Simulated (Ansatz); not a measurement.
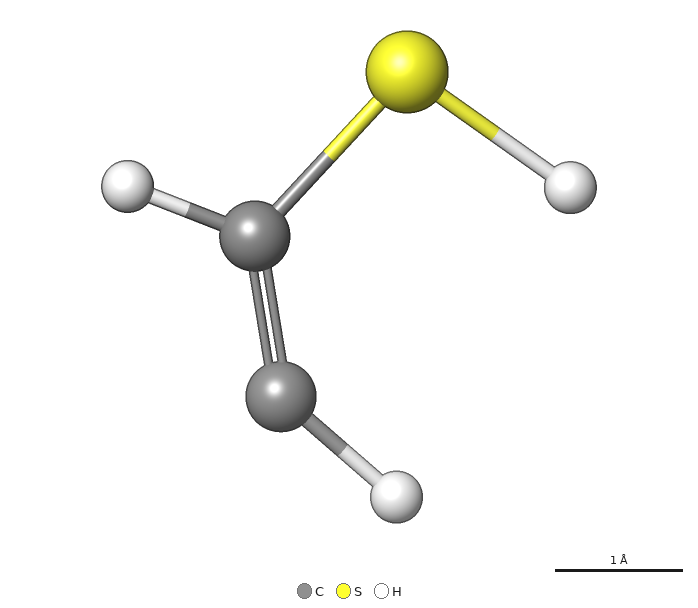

The picture comes from a calculation with Ansatz.

The picture shows the input geometry.

Input file:

```yaml
crystal:
  periodic: [false, false, false]
  atoms:
    - {symbol: C, position_ang: [-0.983326, -0.193179, -0.622414]}
    - {symbol: C, position_ang: [0.264313, 0.172893, -0.561502]}
    - {symbol: S, position_ang: [1.305044, 0.249302, 0.868761]}
    - {symbol: H, position_ang: [-1.893788, -0.586999, 0.096327]}
    - {symbol: H, position_ang: [0.806751, 0.484218, -1.451815]}
    - {symbol: H, position_ang: [0.216344, -0.254685, 1.927406]}
basis:
  gaussian: {orbitals: def2-TZVPP}
magnetization: {spin_polarized: true, initial_magnetization: 1}
correlation: {method: ccsd_t}
scf: {omitted_lower_state_checks: [cluster_reference]}
```

Output:

```
Functional definition: HF
  name "HF"
  cite "Fock, Z. Phys. 61, 126 (1930) doi:10.1007/BF01340294"
  parent pbe
  exchange = exact_x
  correlation = 0
these checks for a lower state are left out or cut short: cluster_reference
856 factors; integrals over basis functions are off by at most 1.0e-3 eV
mean field evaluation 1: about -12920.7309 eV, gradient 1.7e1 eV
mean field evaluation 2: about -12920.7371 eV, gradient 1.7e1 eV
mean field evaluation 4: about -12923.0974 eV, gradient 3.0e0 eV
mean field evaluation 8: about -12923.2843 eV, gradient 6.0e-1 eV
mean field evaluation 16: about -12923.3486 eV, gradient 1.5e-6 eV
mean field evaluation 32: about -12923.2837 eV, gradient 1.2e0 eV
mean field -12923.34857044 eV, -474.9243002034 hartree, gradient 1.5e-6 eV, S^2 0.963209; 2 other end points of the search recorded, 0 dependent functions left out
7 core orbitals not correlated: weight in the atoms' cores, before any rotation towards them, 1.000 or more for the frozen orbitals, at most 0.000 for the correlated occupied ones
reference -12923.34857044 eV, -474.9243002034 hartree; 9, 8 occupied and 130, 131 virtual orbitals, 856 factors
second order -12.46244821 eV of doubles, -0.00000000 eV of singles
cycle   1  -13.08868543 eV  change   -6.3e-1 eV  update   1.0e-1
cycle   2  -13.56256573 eV  change   -4.7e-1 eV  update   4.4e-2
cycle   3  -13.71643335 eV  change   -1.5e-1 eV  update   3.1e-2
cycle   4  -13.74852245 eV  change   -3.2e-2 eV  update   1.8e-2
cycle   5  -13.76107512 eV  change   -1.3e-2 eV  update   8.0e-3
cycle   6  -13.76489092 eV  change   -3.8e-3 eV  update   3.1e-3
cycle   7  -13.76607022 eV  change   -1.2e-3 eV  update   1.1e-3
cycle   8  -13.76637961 eV  change   -3.1e-4 eV  update   5.1e-4
cycle   9  -13.76642217 eV  change   -4.3e-5 eV  update   2.0e-4
cycle  10  -13.76645379 eV  change   -3.2e-5 eV  update   8.1e-5
cycle  11  -13.76650074 eV  change   -4.7e-5 eV  update   3.8e-5
cycle  12  -13.76651292 eV  change   -1.2e-5 eV  update   1.8e-5
perturbative correction -0.68659003 eV, -0.0252317181 hartree
Total energy: -12937.80167338 eV, -475.4554419399 hartree
Checks for a lower state left out: cluster_reference
```
